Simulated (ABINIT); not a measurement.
# TlBiSe3 (Pm-3m): zone-centre phonons

Which modes does TlBiSe3 (Pm-3m) have at the zone centre?

Method: DFT LDA, scalar-relativistic, plane waves, HGH norm-conserving pseudopotentials, in ABINIT 10.8.3.

The structure was built from a prototype and need not be the compound's stable phase.

## Step 1: Set-up

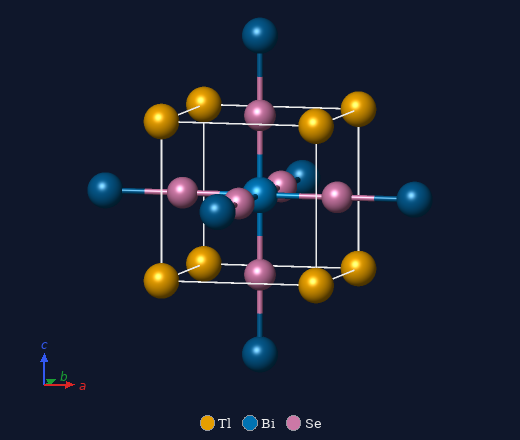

The starting structure, seen slightly off an axis (thallium orange, bismuth blue, selenium pink). Some periodic images of atoms are drawn too.

## Step 2: A first look

A first run with smearing and empty bands tells whether the crystal has a gap, which decides between fixed occupations and smearing later on.

The input, probe.abi:

```
# ground state
tolvrs 1.0d-08
prtden 1
prtwf 1

# basis, mesh and filling
ecut 20.0
ixc 7
ngkpt 4 4 4
nshiftk 1
shiftk 0.0 0.0 0.0
istwfk *1
occopt 7
tsmear 0.005
nband 20
nstep 100
diemac 9.0
prtebands 0
prtgsr 0

# cell and atoms
acell 10.14858518 10.14858518 10.14858518
rprim 
    1.0 0.0 0.0
    0.0 1.0 0.0
    0.0 0.0 1.0
ntypat 3
znucl 81 83 34
natom 5
typat 1 2 3 3 3
xred 
    0.0 0.0 0.0
    0.5 0.5 0.5
    0.5 0.5 0.0
    0.5 0.0 0.5
    0.0 0.5 0.5
pp_dirpath "./pseudo"
pseudos "Tl.hgh, Bi.hgh, Se.hgh"
```

Started as:

```
$ OMP_NUM_THREADS=1 mpirun -n 4 abinit probe.abi > probe.log
```

Numbers of over 12 decimals in the logs are rounded to 6 here.

probe.abo, the main output file:

```text
[banners, grids, parts of the stress and lines that vanish by symmetry left out]
- input  file    -> probe.abi
- output file    -> probe.abo
- root for input  files -> probei
[...]
Symmetries : space group Pm -3 m (#221); Bravais cP (primitive cubic)
[...]
mpw =        4492          nfft =       91125          nkpt =          10
[...]
== DATASET  1 ==================================================================
[...]
cutoff_energies: {ecut:  20.0, pawecutdg:  -1.0, }
[...]
Exchange-correlation functional for the present dataset will be:
  LDA: Perdew-Wang 92 LSD fit to Ceperley-Alder data - ixc=7
[...]
ETOT  1  -36.126334223895    -3.613E+01 1.901E-02 5.651E+02
 ETOT  2  -36.216898612870    -9.056E-02 3.737E-02 2.325E+01
 ETOT  3  -36.220587687218    -3.689E-03 9.721E-04 5.932E+00
 ETOT  4  -36.221637553287    -1.050E-03 5.180E-04 4.957E-01
 ETOT  5  -36.221767396117    -1.298E-04 2.422E-04 5.059E-02
 ETOT  6  -36.221776064088    -8.668E-06 6.193E-04 1.195E-03
 ETOT  7  -36.221776299821    -2.357E-07 3.428E-05 6.568E-06
 ETOT  8  -36.221776301220    -1.400E-09 9.639E-05 2.589E-08
 ETOT  9  -36.221776301225    -4.434E-12 3.430E-06 7.640E-10
 At SCF step    9       vres2   =  7.64E-10 < tolvrs=  1.00E-08 =>converged.
[...]
sigma(1 1)=  1.19376501E-05  sigma(3 2)=  0.00000000E+00
  sigma(2 2)=  1.19376501E-05  sigma(3 1)=  0.00000000E+00
  sigma(3 3)=  1.19376501E-05  sigma(2 1)=  0.00000000E+00
[...]
convergence: {deltae: -4.434E-12, res2:  7.640E-10, residm:  3.430E-06, diffor: null, }
etotal    :  -3.62217763E+01
[...]
sigma(1 1)=  1.19376501E-05  sigma(3 2)=  0.00000000E+00
  sigma(2 2)=  1.19376501E-05  sigma(3 1)=  0.00000000E+00
  sigma(3 3)=  1.19376501E-05  sigma(2 1)=  0.00000000E+00
[...]
- sigma(1 1)=  3.51217792E-01  sigma(3 2)=  0.00000000E+00
- sigma(2 2)=  3.51217792E-01  sigma(3 1)=  0.00000000E+00
- sigma(3 3)=  3.51217792E-01  sigma(2 1)=  0.00000000E+00
[...]
fcart     -0.0000000000E+00 -0.0000000000E+00 -0.0000000000E+00
           strten      1.1937650122E-05  1.1937650122E-05  1.1937650122E-05
================================================================================

[key lines of the parts left out:]
pressure_GPa:  -3.5122E-01
```

Wall time 9.8 s (4 MPI ranks of Arm Neoverse V2, shared host); 39 s of CPU time.

Numbers from this step:

| Quantity | Value |
| --- | --- |
| volume per atom | 30.98 Å³ |
| pressure | -0.3512 GPa |
| gap on the k-mesh | 0 eV |

No gap opens on this mesh, so smearing is kept; the printed pressure holds the stress of the finite basis too.

## Step 3: Rough relaxation

The typed start is rough, so a first relaxation with smearing and loose thresholds takes it towards rest cheaply.

The input, prerelax.abi:

```
# relaxation
ionmov 2
optcell 2
dilatmx 1.15
chkdilatmx 0
ntime 40
tolmxf 3.0d-04
tolvrs 1.0d-10
prtwf 0
prtden 0
chksymtnons 0

# basis, mesh and filling
ecut 21.0
ecutsm 3.0
ixc 7
ngkpt 4 4 4
nshiftk 1
shiftk 0.0 0.0 0.0
istwfk *1
occopt 7
tsmear 0.005
nband 20
nstep 100
diemac 1000000.0
prtebands 0
prtgsr 0

# cell and atoms
acell 10.14858518 10.14858518 10.14858518
rprim 
    1.0 0.0 0.0
    0.0 1.0 0.0
    0.0 0.0 1.0
ntypat 3
znucl 81 83 34
natom 5
typat 1 2 3 3 3
xred 
    0.0 0.0 0.0
    0.5 0.5 0.5
    0.5 0.5 0.0
    0.5 0.0 0.5
    0.0 0.5 0.5
pp_dirpath "./pseudo"
pseudos "Tl.hgh, Bi.hgh, Se.hgh"
```

Started as:

```
$ OMP_NUM_THREADS=1 mpirun -n 4 abinit prerelax.abi > prerelax.log
```

prerelax.abo, the main output file:

```text
[banners, grids, parts of the stress and lines that vanish by symmetry left out]
- input  file    -> prerelax.abi
- output file    -> prerelax.abo
- root for input  files -> prerelaxi
[...]
Symmetries : space group Pm -3 m (#221); Bravais cP (primitive cubic)
[...]
mpw =        7400          nfft =      125000          nkpt =          10
[...]
== DATASET  1 ==================================================================
[...]
cutoff_energies: {ecut:  21.0, pawecutdg:  -1.0, }
[...]
Exchange-correlation functional for the present dataset will be:
  LDA: Perdew-Wang 92 LSD fit to Ceperley-Alder data - ixc=7
[...]
ETOT  1  -36.122808994980    -3.612E+01 1.578E-02 7.820E+02
 ETOT  2  -36.214537748745    -9.173E-02 2.764E-03 7.385E+01
 ETOT  3  -36.220258422428    -5.721E-03 1.316E-03 6.886E+00
 ETOT  4  -36.220770214290    -5.118E-04 9.320E-04 3.423E-01
[...]
ETOT  9  -36.220942038942    -9.948E-14 1.087E-05 5.357E-12
 At SCF step    9       vres2   =  5.36E-12 < tolvrs=  1.00E-10 =>converged.
[...]
sigma(1 1)= -2.91841800E-07  sigma(3 2)=  0.00000000E+00
  sigma(2 2)= -2.91841800E-07  sigma(3 1)=  0.00000000E+00
  sigma(3 3)= -2.91841800E-07  sigma(2 1)=  0.00000000E+00
[...]
convergence: {deltae: -9.948E-14, res2:  5.357E-12, residm:  1.087E-05, diffor: null, }
etotal    :  -3.62209420E+01
[...]
At Broyd/MD step   3, gradients are converged :
[...]
sigma(1 1)= -2.91841800E-07  sigma(3 2)=  0.00000000E+00
  sigma(2 2)= -2.91841800E-07  sigma(3 1)=  0.00000000E+00
  sigma(3 3)= -2.91841800E-07  sigma(2 1)=  0.00000000E+00
[...]
- sigma(1 1)= -8.58628221E-03  sigma(3 2)=  0.00000000E+00
- sigma(2 2)= -8.58628221E-03  sigma(3 1)=  0.00000000E+00
- sigma(3 3)= -8.58628221E-03  sigma(2 1)=  0.00000000E+00
[...]
fcart     -0.0000000000E+00 -0.0000000000E+00 -0.0000000000E+00
           strten     -2.9184180048E-07 -2.9184180048E-07 -2.9184180048E-07
================================================================================

[key lines of the parts left out:]
pressure_GPa:   8.5863E-03
Total energy (etotal) [Ha]= -3.62209420389424E+01
```

It took 40 s on 4 MPI ranks.

Relaxation path:

```csv
step,energy less that of the first step (eV),largest force (eV/Å),volume (Å³)
1,0.0000,0.0000,154.89
2,-0.0006,0.0000,155.12
3,-0.0030,0.0000,156.90
```

```
conventional cell, symmetrised  before  after  change
                         a (Å)   5.370  5.394  +0.4 %
                         b (Å)   5.370  5.394  +0.4 %
                         c (Å)   5.370  5.394  +0.4 %
              volume (Å³/atom)   30.98  31.38  +1.3 %
```

Final coordinates:

```xyz
5
Lattice="5.3936 0.0000 0.0000 0.0000 5.3936 0.0000 0.0000 0.0000 5.3936" Properties=species:S:1:pos:R:3 pbc="T T T"
Tl    0.0000    0.0000    0.0000
Bi    2.6968    2.6968    2.6968
Se    2.6968    2.6968    0.0000
Se    2.6968    0.0000    2.6968
Se    0.0000    2.6968    2.6968
```

Numbers from this step:

| Quantity | Value |
| --- | --- |
| volume per atom | 31.38 Å³ |
| pressure | 0.008586 GPa |

The volume changes by +1.3 % in this run and stands +1.3 % from the first cell.

## Step 4: Relaxing the cell and atoms

The harmonic expansion needs vanishing forces, and a free crystal bears no stress, so cell and atoms are brought to rest. Stress is more sensitive to the basis than forces are: the last 3 Ha under the cutoff are smoothed with ecutsm, and the cutoff is raised above that of the later runs.

The input, relax.abi:

```
# relaxation
ionmov 2
optcell 2
dilatmx 1.08
ntime 40
tolmxf 1.0d-05
tolvrs 1.0d-14
prtwf 0
prtden 0
chksymtnons 0

# basis, mesh and filling
ecut 26.0
ecutsm 3.0
ixc 7
ngkpt 4 4 4
nshiftk 1
shiftk 0.0 0.0 0.0
istwfk *1
occopt 7
tsmear 0.01
nband 20
nstep 100
diemac 1000000.0
prtebands 0
prtgsr 0

# cell and atoms
acell 10.19233826 10.19233826 10.19233826
rprim 
    1.0 0.0 0.0
    0.0 1.0 0.0
    0.0 0.0 1.0
ntypat 3
znucl 81 83 34
natom 5
typat 1 2 3 3 3
xred 
    0.0 0.0 0.0
    0.5 0.5 0.5
    0.5 0.5 0.0
    0.5 0.0 0.5
    0.0 0.5 0.5
pp_dirpath "./pseudo"
pseudos "Tl.hgh, Bi.hgh, Se.hgh"
```

Started as:

```
$ OMP_NUM_THREADS=1 mpirun -n 4 abinit relax.abi > relax.log
```

relax.abo, the main output file:

```text
[banners, grids, parts of the stress and lines that vanish by symmetry left out]
- input  file    -> relax.abi
- output file    -> relax.abo
- root for input  files -> relaxi
[...]
Symmetries : space group Pm -3 m (#221); Bravais cP (primitive cubic)
[...]
mpw =        8480          nfft =      157464          nkpt =          10
[...]
== DATASET  1 ==================================================================
[...]
cutoff_energies: {ecut:  26.0, pawecutdg:  -1.0, }
[...]
Exchange-correlation functional for the present dataset will be:
  LDA: Perdew-Wang 92 LSD fit to Ceperley-Alder data - ixc=7
[...]
ETOT  1  -36.130096634551    -3.613E+01 2.740E-02 9.668E+02
 ETOT  2  -36.225929983659    -9.583E-02 1.166E-03 8.203E+01
 ETOT  3  -36.231103897707    -5.174E-03 5.962E-04 1.036E+01
 ETOT  4  -36.231768130241    -6.642E-04 6.880E-04 4.318E-01
 ETOT  5  -36.231818035997    -4.991E-05 7.480E-05 6.064E-02
[...]
At SCF step   12       vres2   =  4.23E-15 < tolvrs=  1.00E-14 =>converged.
[...]
sigma(1 1)= -7.99387664E-06  sigma(3 2)=  0.00000000E+00
  sigma(2 2)= -7.99387664E-06  sigma(3 1)=  0.00000000E+00
  sigma(3 3)= -7.99387664E-06  sigma(2 1)=  0.00000000E+00
[...]
convergence: {deltae:  2.345E-13, res2:  4.227E-15, residm:  1.587E-06, diffor: null, }
etotal    :  -3.62318241E+01
[...]
ETOT  1  -36.231827124553    -3.623E+01 5.020E-07 3.631E-02
[...]
At SCF step   10       vres2   =  5.45E-16 < tolvrs=  1.00E-14 =>converged.
[...]
sigma(1 1)= -7.08075447E-06  sigma(3 2)=  0.00000000E+00
  sigma(2 2)= -7.08075447E-06  sigma(3 1)=  0.00000000E+00
  sigma(3 3)= -7.08075447E-06  sigma(2 1)=  0.00000000E+00
[...]
convergence: {deltae: -2.032E-12, res2:  5.446E-16, residm:  1.412E-07, diffor: null, }
etotal    :  -3.62318299E+01
[...]
ETOT  1  -36.231682043074    -3.623E+01 7.191E-06 2.232E+00
[...]
ETOT 10  -36.231850999954    -1.229E-12 7.119E-07 3.494E-14
 ETOT 11  -36.231850999955    -1.258E-12 1.921E-07 1.480E-16
 At SCF step   11       vres2   =  1.48E-16 < tolvrs=  1.00E-14 =>converged.
[...]
sigma(1 1)= -5.41048585E-08  sigma(3 2)=  0.00000000E+00
  sigma(2 2)= -5.41048585E-08  sigma(3 1)=  0.00000000E+00
  sigma(3 3)= -5.41048585E-08  sigma(2 1)=  0.00000000E+00
[...]
convergence: {deltae: -1.258E-12, res2:  1.480E-16, residm:  1.921E-07, diffor: null, }
etotal    :  -3.62318510E+01
[...]
At Broyd/MD step   3, gradients are converged :
[...]
sigma(1 1)= -5.41048585E-08  sigma(3 2)=  0.00000000E+00
  sigma(2 2)= -5.41048585E-08  sigma(3 1)=  0.00000000E+00
  sigma(3 3)= -5.41048585E-08  sigma(2 1)=  0.00000000E+00
[...]
- sigma(1 1)= -1.59181989E-03  sigma(3 2)=  0.00000000E+00
- sigma(2 2)= -1.59181989E-03  sigma(3 1)=  0.00000000E+00
- sigma(3 3)= -1.59181989E-03  sigma(2 1)=  0.00000000E+00
[...]
fcart     -0.0000000000E+00 -0.0000000000E+00 -0.0000000000E+00
           strten     -5.4104858459E-08 -5.4104858460E-08 -5.4104858462E-08
================================================================================

[key lines of the parts left out:]
pressure_GPa:   1.5918E-03
Total energy (etotal) [Ha]= -3.62318509999552E+01
```

It took 56 s on 4 MPI ranks.

Relaxation path:

```
step  energy less that of the first step (eV)  largest force (eV/Å)  volume (Å³)
   1                                   0.0000                0.0000       156.90
   2                                  -0.0002                0.0000       157.01
   3                                  -0.0007                0.0000       157.90
```

| conventional cell, symmetrised | before | after | change |
| --- | --- | --- | --- |
| a (Å) | 5.394 | 5.405 | +0.2 % |
| b (Å) | 5.394 | 5.405 | +0.2 % |
| c (Å) | 5.394 | 5.405 | +0.2 % |
| volume (Å³/atom) | 31.38 | 31.58 | +0.6 % |

The relaxed structure:

```xyz
5
Lattice="5.4049 0.0000 0.0000 0.0000 5.4049 0.0000 0.0000 0.0000 5.4049" Properties=species:S:1:pos:R:3 pbc="T T T"
Tl    0.0000    0.0000    0.0000
Bi    2.7025    2.7025    2.7025
Se    2.7025    2.7025    0.0000
Se    2.7025    0.0000    2.7025
Se    0.0000    2.7025    2.7025
```

Numbers from this step:

```
volume per atom : 31.58 Å³
pressure        : 0.001592 GPa
```

The volume changes by +0.6 % in this run and stands +1.9 % from the first cell.

## Step 5: Ground state

The response is built on these wavefunctions, so the potential is converged far more tightly than an energy would need. Smearing stays on, as the first look found no gap above 0.3 eV.

The input, gs.abi:

```
# ground state
tolvrs 1.0d-16
prtden 1
prtwf 1

# basis, mesh and filling
ecut 20.0
ixc 7
ngkpt 4 4 4
nshiftk 1
shiftk 0.0 0.0 0.0
istwfk *1
occopt 7
tsmear 0.01
nband 20
nstep 100
diemac 1000000.0
prtebands 0
prtgsr 0

# cell and atoms
acell 10.21385673 10.21385673 10.21385673
rprim 
    1.0 0.0 0.0
    0.0 1.0 0.0
    0.0 0.0 1.0
ntypat 3
znucl 81 83 34
natom 5
typat 1 2 3 3 3
xred 
    0.0 0.0 0.0
    0.5 0.5 0.5
    0.5 0.5 0.0
    0.5 0.0 0.5
    0.0 0.5 0.5
pp_dirpath "./pseudo"
pseudos "Tl.hgh, Bi.hgh, Se.hgh"
```

Started as:

```
$ OMP_NUM_THREADS=1 mpirun -n 4 abinit gs.abi > gs.log
```

gs.abo, the main output file:

```text
[banners, grids, parts of the stress and lines that vanish by symmetry left out]
- input  file    -> gs.abi
- output file    -> gs.abo
- root for input  files -> gsi
[...]
Symmetries : space group Pm -3 m (#221); Bravais cP (primitive cubic)
[...]
mpw =        4632          nfft =       91125          nkpt =          10
[...]
== DATASET  1 ==================================================================
[...]
cutoff_energies: {ecut:  20.0, pawecutdg:  -1.0, }
[...]
Exchange-correlation functional for the present dataset will be:
  LDA: Perdew-Wang 92 LSD fit to Ceperley-Alder data - ixc=7
[...]
ETOT  1  -36.122439586870    -3.612E+01 1.029E-02 5.651E+02
 ETOT  2  -36.219794135001    -9.735E-02 1.477E-03 4.601E+01
 ETOT  3  -36.224902926932    -5.109E-03 7.187E-04 6.289E+00
 ETOT  4  -36.225616373919    -7.134E-04 3.839E-04 2.585E-01
 ETOT  5  -36.225668628448    -5.225E-05 2.075E-04 3.450E-02
[...]
ETOT 13  -36.225674575748     1.350E-13 1.358E-06 1.067E-16
 ETOT 14  -36.225674575747     4.761E-13 2.577E-06 4.238E-19
 At SCF step   14       vres2   =  4.24E-19 < tolvrs=  1.00E-16 =>converged.
[...]
sigma(1 1)=  2.66701744E-05  sigma(3 2)=  0.00000000E+00
  sigma(2 2)=  2.66701744E-05  sigma(3 1)=  0.00000000E+00
  sigma(3 3)=  2.66701744E-05  sigma(2 1)=  0.00000000E+00
[...]
convergence: {deltae:  4.761E-13, res2:  4.238E-19, residm:  2.577E-06, diffor: null, }
etotal    :  -3.62256746E+01
[...]
sigma(1 1)=  2.66701744E-05  sigma(3 2)=  0.00000000E+00
  sigma(2 2)=  2.66701744E-05  sigma(3 1)=  0.00000000E+00
  sigma(3 3)=  2.66701744E-05  sigma(2 1)=  0.00000000E+00
[...]
- sigma(1 1)=  7.84663621E-01  sigma(3 2)=  0.00000000E+00
- sigma(2 2)=  7.84663621E-01  sigma(3 1)=  0.00000000E+00
- sigma(3 3)=  7.84663621E-01  sigma(2 1)=  0.00000000E+00
[...]
fcart     -0.0000000000E+00 -0.0000000000E+00 -0.0000000000E+00
           strten      2.6670174395E-05  2.6670174395E-05  2.6670174395E-05
================================================================================

[key lines of the parts left out:]
pressure_GPa:  -7.8466E-01
```

It took 14 s on 4 MPI ranks; 55 s of CPU time.

Read from the output:

```yaml
pressure: -0.7847 GPa
```

The cell stands at -0.78 GPa: the relaxation ran with a smoothed and higher cutoff, and the difference is a stress of the finite basis.

[end of part 1 of 4]

[Host names and launcher messages were left out of these logs when they were recorded.]

[Logs are printed without paths, hosts, clocks, repeated set-up lines and the standing remarks that a program may print on its own settings, such as how far it seeks lower states.]

[Hosts, paths, dates, database ids (printed as entryN), source tags and the programs' standing remarks are cut or masked in the printed files.]
